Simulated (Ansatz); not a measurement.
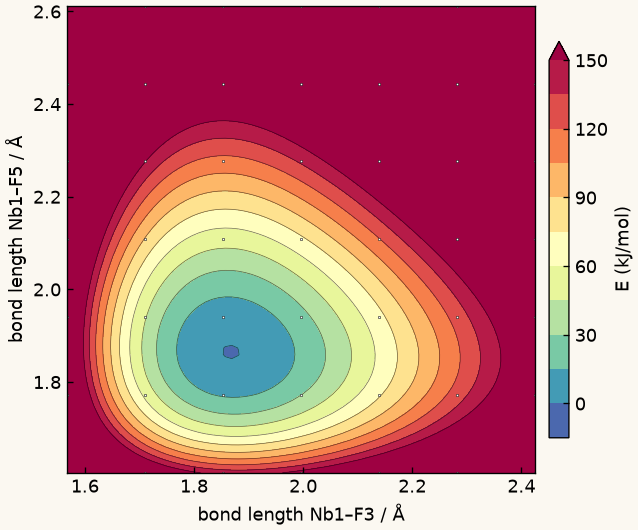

NbSeF3. The first coordinate is: bond length Nb1–F3; the second: bond length Nb1–F5. Nothing is relaxed (all other coordinates rigid). The scan uses a 7 × 7 grid. Points are written as (first, second). Energies are in kJ/mol, from the relaxed molecule at the same level. These are results of RKS PBE-D4/def2-TZVP in Ansatz, not measurements.

The picture shows filled contours, dots at the grid points, one colour for all values above the top of the scale. Between grid points the surface is interpolated.

### Estimate the position of the minimum and the force constants in these coordinates.

The interpolated minimum is at bond length Nb1–F3 ≈ 1.864 Å, bond length Nb1–F5 ≈ 1.863 Å. The curvatures there are about 26 eV/Å² and 29 eV/Å², with a cross term of about 1 eV/Å². Round the minimum the two coordinates are nearly uncoupled. (1 eV is 96.5 kJ/mol.)
